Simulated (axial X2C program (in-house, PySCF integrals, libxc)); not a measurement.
**Relativistic diatomic calculation, with input and output: ScBe**

ScBe, single determinant with Ω = 3/2. Computed at this level: HF, two-component X2C with atomic mean-field Coulomb and Gaunt terms, Sc dyall-cv3z, Be dyall-cv3z (cores contracted) (axial X2C program (in-house, PySCF integrals, libxc)).

The program's output:
```
two-component X2C + atomic mean field  HF
basis functions 185  fitting functions 935  grid points 5081
iter        total energy     max residual
   1       -777.656916445     1.83e-01
   2       -777.671342671     7.78e-03
   3       -777.673279141     2.27e-02
   4       -777.674080014     8.16e-03
   5       -777.674452312     3.10e-03
   6       -777.674606804     4.16e-03
   7       -777.674902762     2.91e-03
   8       -777.675586866     3.47e-03
   9       -777.676659597     5.43e-03
  10       -777.676985028     6.34e-03
  11       -777.677808408     9.41e-03
  12       -777.679272349     1.34e-02
  13       -777.680852887     1.00e-02
  14       -777.681206216     1.98e-03
  15       -777.681441253     4.96e-03
  16       -777.681534047     3.73e-03
  17       -777.681638803     1.58e-03
  18       -777.682035314     8.19e-03
  19       -777.682468491     1.70e-02
  20       -777.682578124     3.04e-02
  21       -777.683903928     2.28e-02
  22       -777.685588865     1.55e-02
  23       -777.687128335     3.93e-03
  24       -777.687450845     5.00e-03
  25       -777.687566479     7.39e-04
  26       -777.687590180     4.65e-04
  27       -777.687604369     2.38e-04
  28       -777.687610579     2.13e-04
  29       -777.687612405     1.52e-04
  30       -777.687613432     1.26e-04
  31       -777.687614040     1.16e-04
  32       -777.687614737     9.91e-05
  33       -777.687615518     9.55e-05
  34       -777.687616279     1.16e-04
  35       -777.687616852     1.14e-04
  36       -777.687617230     7.91e-05
  37       -777.687617442     4.18e-05
  38       -777.687617522     1.71e-05
  39       -777.687617540     5.76e-06
  40       -777.687617542     3.52e-06
  41       -777.687617543     3.19e-06
  42       -777.687617544     2.66e-06
converged
one-electron -1100.23873609  Coulomb 345.40600117  exact exchange -41.09010718  xc functional 0.00000000  nuclear repulsion 18.39854541  atomic mean-field constant -0.16332085
correlated 13  virtual 281  natural virtual 90  E(MP2) -0.341420494  MP2 remainder -0.017827448
iter   CCSD correlation   residual
   1     -0.346713318   1.58e-01
   2     -0.360268135   9.00e-02
   3     -0.363850345   5.54e-02
   4     -0.366313015   3.63e-02
   5     -0.367979670   1.91e-02
   6     -0.368627005   1.04e-02
   7     -0.368759211   5.58e-03
   8     -0.368784763   3.41e-03
   9     -0.368810948   2.19e-03
  10     -0.368835438   1.25e-03
  11     -0.368837352   6.89e-04
  12     -0.368838001   3.24e-04
  13     -0.368838177   1.75e-04
  14     -0.368841304   9.79e-05
  15     -0.368843580   6.11e-05
  16     -0.368845868   3.88e-05
  17     -0.368847090   2.40e-05
  18     -0.368847490   1.32e-05
  19     -0.368847738   8.26e-06
  20     -0.368847876   4.86e-06
  21     -0.368847933   2.42e-06
  22     -0.368847962   1.39e-06
  23     -0.368847954   8.60e-07
(T) -0.014805848432386009  T1 0.1021  D1 0.2173  max T2 0.103
```

The points of the curve:

```csv
R (Å),E (hartree),"dipole (D; origin at the first atom, positive when the second is positive)",highest filled (eV),lowest empty (eV)
2.199,−777.675895,−0.19,−5.76,−0.01
2.271,−777.681040,−0.25,−5.81,−0.04
2.344,−777.684900,−0.35,−5.86,−0.05
2.416,−777.687618,−0.47,−5.90,−0.06
2.501,−777.689548,−0.65,−5.71,−0.07
2.585,−777.690372,−0.85,−5.54,−0.08
2.694,−777.690178,−1.11,−5.35,−0.09
```

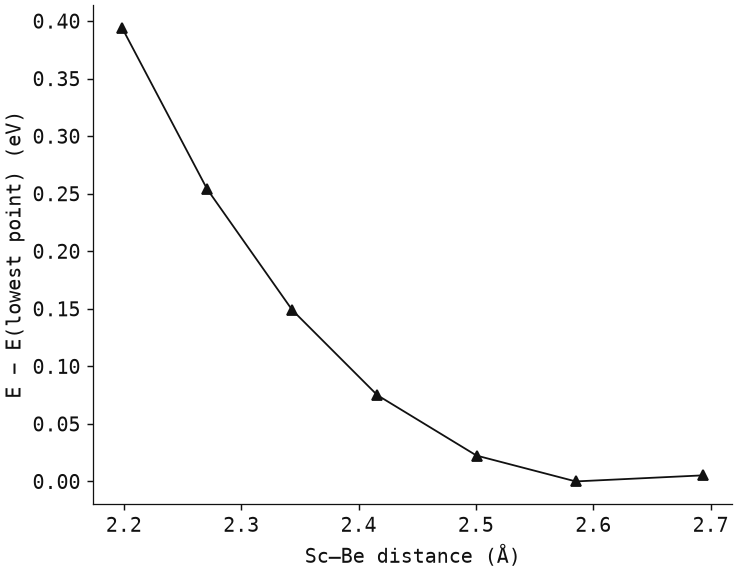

Fig. 1: Energy at 7 bond lengths, for one set of occupations held fixed; the line joins the points. The lowest point is at 2.59 Å; the points are too few or too rough near it for spectroscopic constants. The whole curve lies above Sc + Be, so the molecule isn't bound against them at this level.

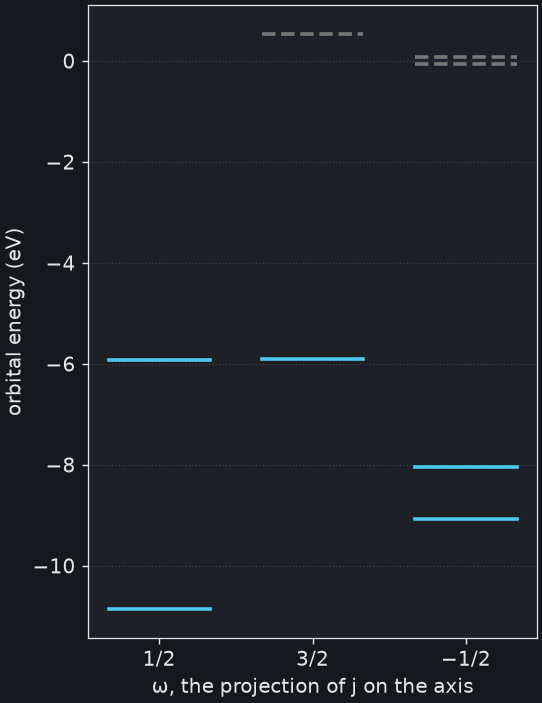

Fig. 2: Orbital energies near the frontier at 2.42 Å, filled (solid) and empty (dashed). The highest filled spinor (3/2; 45 % Be p, 28 % Sc d) lies at −5.90 eV, the lowest empty one (−1/2; 76 % Sc p, 23 % Be p) at −0.06 eV.

Input:
```
{"zs": [21, 4], "q": 0, "bas": ["dyall-cv3z", "dyall-cv3z"], "levels": ["PBE0", "HF", "BP86"], "cc": true, "r0": 2.5, "thr": -2.0, "nmax": 90, "npts": 10, "nst": 2, "ntry": 6}
```

The line is the task of a batch: nuclear charges, charge, bases, the levels to run, a first guess of the distance and further settings. This report covers HF with spin-orbit coupling. The log is that of the reference distance 2.416 Å.

The run was one of a batch that the task file lists, launched with:
```bash
python <driver script> task.json out
```

Results in brief:

- outcome: converged
- hardware: 1 thread of Arm Neoverse V1, 24 GiB of memory available, shared host
- wall time: 7.8 s
- peak memory: 0.81 GiB

Remarks:

Hartree–Fock lacks correlation, so it usually binds too weakly. Limits: 7 of the 10 points asked for were kept.
